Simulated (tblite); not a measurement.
**Geometry relaxation of CH$_{9}$NSi$_{4}$ (part 2 of 4)**

The same run, continued: CH$_{9}$NSi$_{4}$; GFN2-xTB geometry optimisation, gas phase (tblite 0.8.0). It belongs to a series of runs on one base structure; here: H on Si replaced by CN.

Geometry of the input (Å):
```
N  -2.9154  0.8972  1.9623
C  -2.5140  0.8458  0.8707
Si -1.8027  0.7295  -0.8453
Si -0.5492  -1.1737  -0.9746
Si 0.9769  -1.1303  0.7523
Si 2.2420  0.7640  0.4593
H  -0.9445  1.9061  -1.1677
H  -2.8808  0.6952  -1.8761
H  -1.4075  -2.3936  -0.8510
H  0.1516  -1.2604  -2.2733
H  0.2698  -1.1080  2.0527
H  1.8302  -2.3512  0.7020
H  2.9022  0.7392  -0.8590
H  1.3591  1.9519  0.5020
H  3.2779  0.8966  1.5237
```

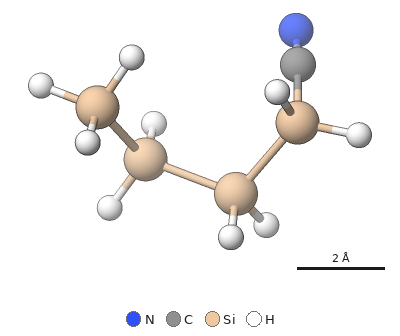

*The geometry at step 59 of the log (ball-and-stick view, seen at a tilt).*

**Trajectory as extended XYZ, continued**
```
15
Properties=species:S:1:pos:R:3:forces:R:3 step=34 energy=-448.35700
N    -2.8986    0.9423    1.8447   -0.0090   0.0080   0.0320
C    -2.5327    0.8734    0.7606    0.0050   0.0210   0.0040
Si   -1.8896    0.6818   -0.9796   -0.0030   0.0120   0.0030
Si   -0.5783   -1.2284   -0.9432    0.0500  -0.0500   0.0170
Si    1.0454   -1.1299    0.7284   -0.0200  -0.0630   0.0340
Si    2.3521    0.7710    0.5474   -0.0290  -0.0500   0.0170
H    -1.1172    1.9107   -1.2006   -0.0310   0.0200  -0.0100
H    -3.1126    0.7679   -1.7832    0.0020  -0.0090  -0.0340
H    -1.4631   -2.4020   -0.8883    0.0030  -0.0060   0.0050
H     0.0645   -1.3467   -2.2628   -0.0140   0.0050  -0.0390
H     0.3383   -1.1677    2.0193    0.0480  -0.0130  -0.0250
H     1.8753   -2.3498    0.7248   -0.0490   0.0430   0.0080
H     3.0177    0.8017   -0.7555    0.0360   0.0190  -0.0540
H     1.4953    1.9545    0.6123   -0.0040   0.0670   0.0090
H     3.3988    0.9291    1.5537    0.0150  -0.0040   0.0330
15
Properties=species:S:1:pos:R:3:forces:R:3 step=37 energy=-448.36096
N    -2.9067    0.9621    1.8327    0.0010   0.0210   0.0610
C    -2.5375    0.8906    0.7500   -0.0270   0.0060  -0.0060
Si   -1.9187    0.6737   -0.9945    0.0020   0.0280  -0.0340
Si   -0.5919   -1.2236   -0.9457    0.0730  -0.0790   0.0500
Si    1.0517   -1.1183    0.7124   -0.0480  -0.0490  -0.0310
Si    2.3824    0.7684    0.5694    0.0110   0.0520  -0.0100
H    -1.1781    1.9132   -1.2615   -0.0170   0.0090   0.0020
H    -3.1525    0.7177   -1.7853   -0.0060  -0.0080  -0.0210
H    -1.4664   -2.4071   -0.8428    0.0470   0.0550  -0.0320
H     0.0319   -1.3484   -2.2762   -0.0340  -0.0160   0.0030
H     0.3622   -1.1767    2.0103    0.0240  -0.0030  -0.0050
H     1.8698   -2.3440    0.6817   -0.0150   0.0200   0.0080
H     3.0682    0.8352   -0.7259   -0.0030  -0.0140   0.0050
H     1.5607    1.9786    0.6603   -0.0080   0.0010   0.0020
H     3.4204    0.8867    1.5933    0.0000  -0.0240   0.0080
15
Properties=species:S:1:pos:R:3:forces:R:3 step=40 energy=-448.36230
N    -2.9076    0.9686    1.8329    0.0250   0.0190  -0.0130
C    -2.5423    0.8964    0.7483   -0.0280  -0.0020   0.0070
Si   -1.9260    0.6718   -0.9992   -0.0010  -0.0160   0.0180
Si   -0.5891   -1.2262   -0.9430   -0.0050   0.0420  -0.0100
Si    1.0509   -1.1169    0.7060    0.0330   0.0300   0.0080
Si    2.3901    0.7702    0.5746   -0.0050   0.0080   0.0010
H    -1.1954    1.9141   -1.2774   -0.0100   0.0120   0.0050
H    -3.1627    0.7045   -1.7879    0.0080  -0.0120  -0.0090
H    -1.4637   -2.4039   -0.8340    0.0080  -0.0050  -0.0260
H     0.0209   -1.3509   -2.2793   -0.0180  -0.0210   0.0000
H     0.3706   -1.1791    2.0071    0.0040  -0.0010   0.0120
H     1.8673   -2.3404    0.6711    0.0160  -0.0200   0.0050
H     3.0808    0.8421   -0.7176   -0.0040  -0.0150   0.0030
H     1.5763    1.9843    0.6729   -0.0160   0.0060   0.0010
H     3.4254    0.8734    1.6035   -0.0060  -0.0250   0.0010
15
Properties=species:S:1:pos:R:3:forces:R:3 step=43 energy=-448.36341
N    -2.9039    0.9801    1.8344    0.0110   0.0170  -0.0150
C    -2.5516    0.9006    0.7461    0.0040  -0.0010  -0.0100
Si   -1.9328    0.6689   -1.0006   -0.0220   0.0210   0.0010
Si   -0.5872   -1.2220   -0.9423   -0.0220   0.0270  -0.0040
Si    1.0560   -1.1118    0.7022    0.0410  -0.0190   0.0480
Si    2.3962    0.7757    0.5786   -0.0160  -0.0350   0.0200
H    -1.2143    1.9182   -1.2896   -0.0190  -0.0190   0.0200
H    -3.1683    0.6892   -1.7932    0.0180  -0.0140   0.0070
H    -1.4582   -2.4017   -0.8328   -0.0070  -0.0110  -0.0060
H     0.0062   -1.3576   -2.2835    0.0100  -0.0030  -0.0170
H     0.3801   -1.1821    2.0080    0.0140   0.0080  -0.0280
H     1.8678   -2.3419    0.6640   -0.0030   0.0290  -0.0020
H     3.0907    0.8451   -0.7102    0.0030  -0.0020  -0.0150
H     1.5871    1.9918    0.6840   -0.0120   0.0090  -0.0010
H     3.4277    0.8555    1.6130    0.0000  -0.0060   0.0020
15
Properties=species:S:1:pos:R:3:forces:R:3 step=46 energy=-448.36386
N    -2.9020    0.9881    1.8323    0.0010   0.0170   0.0030
C    -2.5562    0.9036    0.7424    0.0070   0.0050   0.0000
Si   -1.9402    0.6681   -1.0033   -0.0050  -0.0020  -0.0050
Si   -0.5889   -1.2175   -0.9414    0.0040  -0.0080  -0.0030
Si    1.0615   -1.1094    0.7012   -0.0120  -0.0060  -0.0120
Si    2.4013    0.7759    0.5841    0.0020  -0.0020  -0.0010
H    -1.2281    1.9181   -1.2982   -0.0070   0.0020   0.0150
H    -3.1753    0.6775   -1.7940   -0.0060  -0.0110  -0.0080
H    -1.4567   -2.4008   -0.8291   -0.0010   0.0060   0.0020
H    -0.0019   -1.3613   -2.2858    0.0100   0.0090   0.0000
H     0.3860   -1.1827    2.0047   -0.0010   0.0040   0.0050
H     1.8690   -2.3397    0.6561    0.0160   0.0030  -0.0010
H     3.0993    0.8483   -0.7043   -0.0090  -0.0020   0.0060
H     1.5959    1.9958    0.6929    0.0030  -0.0150  -0.0010
H     3.4317    0.8439    1.6205   -0.0020   0.0020   0.0000
15
Properties=species:S:1:pos:R:3:forces:R:3 step=50 energy=-448.36437
N    -2.8990    1.0059    1.8298    0.0080   0.0120  -0.0130
C    -2.5587    0.9100    0.7389   -0.0150   0.0020   0.0210
Si   -1.9518    0.6650   -1.0083    0.0180  -0.0350   0.0120
Si   -0.5895   -1.2146   -0.9427   -0.0010   0.0090  -0.0140
Si    1.0636   -1.1095    0.6961   -0.0040   0.0160  -0.0070
Si    2.4078    0.7725    0.5914   -0.0040  -0.0080  -0.0030
H    -1.2485    1.9184   -1.3018    0.0050   0.0240  -0.0090
H    -3.1865    0.6581   -1.7986   -0.0110  -0.0040  -0.0050
H    -1.4564   -2.3972   -0.8234   -0.0050  -0.0070  -0.0020
H    -0.0055   -1.3610   -2.2890    0.0040   0.0100   0.0120
H     0.3929   -1.1811    2.0019   -0.0060  -0.0100   0.0060
H     1.8782   -2.3342    0.6457    0.0080  -0.0140   0.0020
H     3.1059    0.8510   -0.6952    0.0070  -0.0030  -0.0110
H     1.6071    1.9937    0.7036   -0.0100   0.0050   0.0050
H     3.4361    0.8310    1.6297    0.0050   0.0030   0.0050
15
Properties=species:S:1:pos:R:3:forces:R:3 step=53 energy=-448.36453
N    -2.8969    1.0104    1.8313   -0.0010   0.0100   0.0030
C    -2.5585    0.9097    0.7405   -0.0040   0.0000  -0.0050
Si   -1.9493    0.6639   -1.0063    0.0000   0.0070   0.0000
Si   -0.5883   -1.2152   -0.9445    0.0010  -0.0070   0.0070
Si    1.0626   -1.1114    0.6972    0.0040  -0.0040   0.0030
Si    2.4045    0.7716    0.5894    0.0020   0.0040  -0.0030
H    -1.2477    1.9216   -1.2949   -0.0060  -0.0050  -0.0060
H    -3.1827    0.6577   -1.8013    0.0060  -0.0030   0.0110
H    -1.4560   -2.3980   -0.8280   -0.0010  -0.0020  -0.0030
H    -0.0027   -1.3587   -2.2895    0.0090   0.0080   0.0010
H     0.3927   -1.1818    2.0044   -0.0030  -0.0100  -0.0080
H     1.8806   -2.3356    0.6502   -0.0070   0.0040   0.0000
H     3.1016    0.8483   -0.6984    0.0030  -0.0020  -0.0010
H     1.6023    1.9926    0.7003   -0.0030  -0.0040   0.0040
H     3.4333    0.8331    1.6278    0.0000   0.0030  -0.0030
15
Properties=species:S:1:pos:R:3:forces:R:3 step=56 energy=-448.36471
N    -2.8952    1.0187    1.8318   -0.0060   0.0040  -0.0010
C    -2.5608    0.9103    0.7405    0.0100   0.0080  -0.0010
Si   -1.9477    0.6626   -1.0049   -0.0100   0.0160   0.0030
Si   -0.5874   -1.2168   -0.9443    0.0050  -0.0040   0.0090
Si    1.0632   -1.1126    0.6979   -0.0020   0.0000  -0.0080
Si    2.4038    0.7711    0.5880    0.0080   0.0100   0.0010
H    -1.2502    1.9231   -1.2936   -0.0060  -0.0150  -0.0040
H    -3.1811    0.6546   -1.7995    0.0040  -0.0040   0.0060
H    -1.4566   -2.3994   -0.8311    0.0080   0.0040  -0.0080
H     0.0024   -1.3537   -2.2882    0.0030   0.0020   0.0020
H     0.3913   -1.1857    2.0029   -0.0060  -0.0060   0.0050
H     1.8816   -2.3357    0.6516    0.0000  -0.0080  -0.0020
H     3.1011    0.8461   -0.7008   -0.0060   0.0020   0.0120
H     1.5983    1.9904    0.7009    0.0050  -0.0100  -0.0030
H     3.4328    0.8349    1.6268   -0.0060   0.0020  -0.0110
15
Properties=species:S:1:pos:R:3:forces:R:3 step=59 energy=-448.36484
N    -2.8950    1.0317    1.8296   -0.0090   0.0020   0.0040
C    -2.5644    0.9158    0.7379    0.0110   0.0100   0.0070
Si   -1.9548    0.6600   -1.0070   -0.0020  -0.0060   0.0030
Si   -0.5882   -1.2153   -0.9434    0.0010   0.0100  -0.0020
Si    1.0658   -1.1105    0.6936    0.0020  -0.0050   0.0070
Si    2.4106    0.7708    0.5926   -0.0060  -0.0060   0.0030
H    -1.2659    1.9218   -1.3047    0.0050   0.0000  -0.0080
H    -3.1896    0.6406   -1.7978   -0.0100  -0.0030  -0.0020
H    -1.4561   -2.3983   -0.8265    0.0080  -0.0010  -0.0110
H     0.0006   -1.3515   -2.2881   -0.0020  -0.0010   0.0040
H     0.3941   -1.1896    1.9989   -0.0010  -0.0030   0.0030
H     1.8840   -2.3335    0.6424    0.0000  -0.0080  -0.0020
H     3.1099    0.8495   -0.6939   -0.0010   0.0040  -0.0010
H     1.6074    1.9898    0.7116   -0.0030   0.0050  -0.0040
H     3.4373    0.8266    1.6330    0.0060   0.0030   0.0000
15
Properties=species:S:1:pos:R:3:forces:R:3 step=62 energy=-448.36512
N    -2.8978    1.0530    1.8282   -0.0040   0.0040   0.0170
C    -2.5647    0.9274    0.7384   -0.0040   0.0050  -0.0040
Si   -1.9639    0.6565   -1.0068    0.0060  -0.0120  -0.0120
Si   -0.5874   -1.2116   -0.9418   -0.0040   0.0070  -0.0030
Si    1.0695   -1.1108    0.6911    0.0060  -0.0220   0.0240
Si    2.4164    0.7697    0.5979   -0.0130  -0.0140  -0.0010
H    -1.2846    1.9191   -1.3204    0.0120   0.0090  -0.0090
H    -3.2004    0.6216   -1.7947   -0.0100  -0.0020   0.0080
H    -1.4512   -2.3977   -0.8291    0.0040  -0.0050  -0.0050
H     0.0012   -1.3463   -2.2860    0.0030   0.0040  -0.0100
H     0.3956   -1.1995    1.9958    0.0120   0.0020  -0.0080
H     1.8867   -2.3358    0.6326   -0.0100   0.0110  -0.0010
H     3.1183    0.8536   -0.6864   -0.0020   0.0020  -0.0100
H     1.6147    1.9889    0.7217   -0.0070   0.0100  -0.0040
H     3.4431    0.8198    1.6375    0.0140   0.0020   0.0150
15
Properties=species:S:1:pos:R:3:forces:R:3 step=65 energy=-448.36537
N    -2.8993    1.0658    1.8310    0.0080   0.0000  -0.0040
C    -2.5611    0.9337    0.7435   -0.0120   0.0020  -0.0050
Si   -1.9601    0.6558   -1.0018    0.0010   0.0050   0.0000
Si   -0.5835   -1.2119   -0.9407    0.0030  -0.0020  -0.0060
Si    1.0700   -1.1181    0.6971   -0.0050   0.0010  -0.0030
Si    2.4100    0.7678    0.5946    0.0020  -0.0010   0.0060
H    -1.2809    1.9190   -1.3168    0.0060  -0.0040  -0.0090
H    -3.1968    0.6192   -1.7904   -0.0040   0.0000   0.0150
H    -1.4464   -2.4004   -0.8447    0.0040  -0.0010   0.0010
H     0.0131   -1.3365   -2.2825    0.0010   0.0060  -0.0100
H     0.3902   -1.2081    1.9975    0.0120   0.0040   0.0120
H     1.8872   -2.3417    0.6386   -0.0010  -0.0010   0.0010
H     3.1099    0.8496   -0.6921   -0.0140  -0.0010   0.0040
H     1.6019    1.9844    0.7143    0.0030  -0.0060  -0.0050
H     3.4414    0.8295    1.6305   -0.0040  -0.0010   0.0030
15
Properties=species:S:1:pos:R:3:forces:R:3 step=68 energy=-448.36565
N    -2.8983    1.0764    1.8324    0.0080  -0.0030  -0.0270
C    -2.5629    0.9400    0.7443    0.0060   0.0000   0.0080
Si   -1.9585    0.6556   -0.9996   -0.0030   0.0100   0.0150
Si   -0.5804   -1.2118   -0.9419    0.0080   0.0010  -0.0100
Si    1.0696   -1.1232    0.7006   -0.0070   0.0260  -0.0190
Si    2.4068    0.7649    0.5955    0.0050   0.0030   0.0080
H    -1.2786    1.9180   -1.3199   -0.0050  -0.0150  -0.0050
H    -3.1986    0.6143   -1.7824   -0.0030   0.0030   0.0040
H    -1.4413   -2.4024   -0.8540    0.0040   0.0010  -0.0010
H     0.0205   -1.3277   -2.2838   -0.0060   0.0060   0.0080
H     0.3919   -1.2126    2.0013    0.0030   0.0010   0.0190
H     1.8873   -2.3450    0.6405    0.0090  -0.0180   0.0010
H     3.1014    0.8477   -0.6938   -0.0060  -0.0060   0.0030
H     1.5960    1.9802    0.7096    0.0010  -0.0070   0.0040
H     3.4408    0.8336    1.6294   -0.0140  -0.0020  -0.0070
15
Properties=species:S:1:pos:R:3:forces:R:3 step=71 energy=-448.36587
N    -2.8990    1.1017    1.8296    0.0010   0.0020  -0.0030
C    -2.5665    0.9546    0.7423    0.0150  -0.0050   0.0020
Si   -1.9684    0.6521   -0.9998   -0.0010  -0.0040  -0.0060
Si   -0.5789   -1.2071   -0.9427    0.0000   0.0000   0.0030
Si    1.0727   -1.1239    0.6979    0.0030   0.0000   0.0040
Si    2.4133    0.7619    0.6040   -0.0040   0.0030  -0.0060
H    -1.2987    1.9131   -1.3425   -0.0010  -0.0030  -0.0030
H    -3.2139    0.5920   -1.7725   -0.0050   0.0040   0.0000
H    -1.4337   -2.4023   -0.8570    0.0010   0.0000   0.0000
H     0.0213   -1.3186   -2.2847   -0.0020   0.0080   0.0000
H     0.3992   -1.2226    2.0014    0.0080   0.0040   0.0000
H     1.8898   -2.3476    0.6291   -0.0040   0.0040   0.0010
H     3.1067    0.8517   -0.6850    0.0020  -0.0110  -0.0050
H     1.6048    1.9778    0.7206   -0.0080   0.0020   0.0110
H     3.4469    0.8252    1.6374   -0.0060  -0.0030   0.0040
15
Properties=species:S:1:pos:R:3:forces:R:3 step=74 energy=-448.36604
N    -2.8986    1.1218    1.8262    0.0000   0.0020   0.0260
C    -2.5643    0.9631    0.7413    0.0060  -0.0020  -0.0120
Si   -1.9756    0.6482   -1.0009    0.0020  -0.0140  -0.0180
Si   -0.5775   -1.2042   -0.9426   -0.0070  -0.0010   0.0100
Si    1.0756   -1.1240    0.6964    0.0040  -0.0180   0.0090
Si    2.4166    0.7607    0.6083   -0.0020   0.0050  -0.0040
H    -1.3142    1.9087   -1.3584    0.0050   0.0090  -0.0050
H    -3.2258    0.5776   -1.7655   -0.0040   0.0030   0.0020
H    -1.4281   -2.4025   -0.8605    0.0010  -0.0020   0.0000
H     0.0223   -1.3089   -2.2847    0.0040   0.0050  -0.0100
H     0.4064   -1.2292    2.0018    0.0040   0.0060  -0.0030
H     1.8914   -2.3489    0.6222   -0.0070   0.0120  -0.0020
H     3.1108    0.8505   -0.6806   -0.0020  -0.0030   0.0020
H     1.6077    1.9760    0.7317   -0.0020   0.0000   0.0030
H     3.4489    0.8191    1.6433   -0.0030  -0.0020   0.0020
15
Properties=species:S:1:pos:R:3:forces:R:3 step=77 energy=-448.36616
N    -2.8970    1.1243    1.8265    0.0100  -0.0020   0.0030
C    -2.5604    0.9640    0.7423    0.0000   0.0010  -0.0010
Si   -1.9736    0.6474   -1.0010   -0.0010   0.0010   0.0000
Si   -0.5756   -1.2046   -0.9427   -0.0010  -0.0010   0.0000
Si    1.0752   -1.1264    0.6992   -0.0020   0.0000  -0.0010
Si    2.4129    0.7605    0.6070   -0.0030  -0.0010   0.0010
H    -1.3098    1.9072   -1.3594   -0.0020  -0.0010  -0.0040
H    -3.2267    0.5793   -1.7611    0.0000   0.0020  -0.0020
H    -1.4251   -2.4039   -0.8659    0.0000  -0.0030  -0.0020
H     0.0259   -1.3020   -2.2855    0.0020   0.0010   0.0040
H     0.4089   -1.2288    2.0055   -0.0040   0.0020   0.0020
H     1.8903   -2.3505    0.6248    0.0030  -0.0020  -0.0020
H     3.1043    0.8459   -0.6835    0.0010   0.0030   0.0030
H     1.6012    1.9739    0.7299    0.0000   0.0010   0.0000
H     3.4451    0.8217    1.6421   -0.0020  -0.0010  -0.0030
15
Properties=species:S:1:pos:R:3:forces:R:3 step=80 energy=-448.36620
N    -2.8941    1.1168    1.8283    0.0150  -0.0020  -0.0200
C    -2.5589    0.9619    0.7427   -0.0010  -0.0010   0.0150
Si   -1.9712    0.6482   -1.0012   -0.0040   0.0090   0.0060
Si   -0.5762   -1.2058   -0.9423    0.0000  -0.0010  -0.0020
Si    1.0738   -1.1268    0.7003   -0.0040   0.0030   0.0010
Si    2.4102    0.7609    0.6055   -0.0050  -0.0030  -0.0020
H    -1.3044    1.9074   -1.3571   -0.0040  -0.0050  -0.0020
H    -3.2239    0.5855   -1.7624    0.0000   0.0000  -0.0020
H    -1.4258   -2.4049   -0.8659    0.0000  -0.0020  -0.0020
H     0.0263   -1.3029   -2.2849    0.0010  -0.0010   0.0050
H     0.4067   -1.2255    2.0069   -0.0010  -0.0010  -0.0030
H     1.8894   -2.3507    0.6266    0.0010   0.0000   0.0020
H     3.1021    0.8457   -0.6846    0.0010   0.0020  -0.0010
H     1.5990    1.9747    0.7268   -0.0020   0.0020   0.0010
H     3.4426    0.8235    1.6396    0.0030   0.0000   0.0040
15
Properties=species:S:1:pos:R:3:forces:R:3 step=84 energy=-448.36631
N    -2.8826    1.1353    1.8281    0.0040   0.0000   0.0100
C    -2.5559    0.9705    0.7416    0.0080   0.0000  -0.0050
Si   -1.9789    0.6450   -1.0030   -0.0010  -0.0040  -0.0040
Si   -0.5766   -1.2043   -0.9415   -0.0020   0.0010  -0.0010
Si    1.0745   -1.1295    0.7002   -0.0010   0.0050  -0.0020
Si    2.4097    0.7589    0.6097    0.0070   0.0030   0.0020
H    -1.3202    1.9034   -1.3749    0.0030   0.0010   0.0000
H    -3.2356    0.5737   -1.7568   -0.0030  -0.0050   0.0000
H    -1.4200   -2.4085   -0.8727   -0.0020   0.0020  -0.0020
H     0.0304   -1.2922   -2.2824    0.0020  -0.0030  -0.0020
H     0.4103   -1.2302    2.0080   -0.0020  -0.0070  -0.0020
H     1.8923   -2.3522    0.6205   -0.0070   0.0050   0.0050
H     3.1048    0.8467   -0.6785   -0.0050   0.0040  -0.0030
H     1.6003    1.9735    0.7362   -0.0010  -0.0030  -0.0040
H     3.4430    0.8179    1.6435    0.0000  -0.0010   0.0060
```
